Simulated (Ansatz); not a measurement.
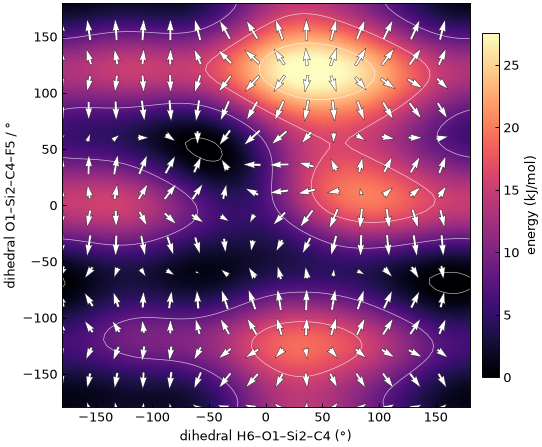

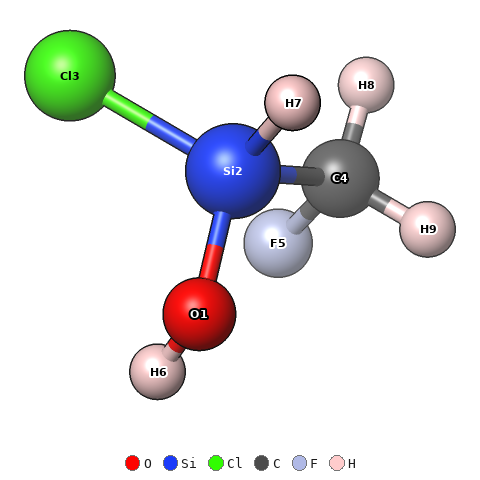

Energy landscape of CH4ClFOSi, SMILES O[SiH](Cl)CF. 
- The first coordinate is: dihedral H6–O1–Si2–C4; the second: dihedral O1–Si2–C4–F5.
- Nothing is relaxed (all other coordinates rigid).
- Grid: 15 × 15 points.
- Points are written as (first, second).
- Energies: kJ/mol, counted from the lowest grid point.
- Level of theory: Ansatz 0.2.0, RHF/def2-SVP.

The picture shows a smooth colour map with a few white contour lines, arrows along the force (downhill), their lengths compressed. Between grid points the surface is interpolated. The second picture is the structure at the lowest point.

Q: Describe this landscape.

A: The lowest grid point is at (−60°, 60°); the map holds 2 wells of about this depth. The bottom of the well lies between grid points, at about (−55°, 50°), about 0.57 kJ/mol lower on the interpolated surface. Higher local minima lie near (−60°, −60°) (1.0 kJ/mol above the lowest at that grid point); (−180°, −180°) (1.2 kJ/mol above the lowest at that grid point); (−84°, −180°) (2.1 kJ/mol above the lowest at that grid point). The highest grid point, (36°, 108°), lies 27.5 kJ/mol above the lowest. On the interpolated surface the easiest way out of the lowest well to the well at about (−55°, −60°) passes a barrier of about 5.8 kJ/mol, counted from the interpolated bottom of the well. Round the minimum the valley is somewhat tilted: raising dihedral H6–O1–Si2–C4 shifts the best value of dihedral O1–Si2–C4–F5 downwards (coupling k₁₂/√(k₁₁k₂₂) about 0.4).

The input of one point:

```yaml
crystal:
  periodic: [false, false, false]
  atoms:
    - { symbol: O, position_ang: [-1.575478, 0.885755, 0.318529] }
    - { symbol: Si, position_ang: [0.041732, 0.684058, 0.425274] }
    - { symbol: Cl, position_ang: [1.019748, 1.89841, -0.938039] }
    - { symbol: C, position_ang: [0.494511, -1.108581, 0.029] }
    - { symbol: F, position_ang: [0.072535, -1.387813, -1.249913] }
    - { symbol: H, position_ang: [-2.028523, 0.720374, -0.49481] }
    - { symbol: H, position_ang: [0.464707, 1.061729, 1.77645] }
    - { symbol: H, position_ang: [1.566616, -1.298295, 0.092434] }
    - { symbol: H, position_ang: [-0.009187, -1.795758, 0.712506] }
basis:
  gaussian: { orbitals: def2-SVP }
hamiltonian:
  xc: hf
output:
  forces: true
```

Time for the 225 points that were run: 7.7 min on 1 thread of Arm Neoverse V1, with other jobs on the host.
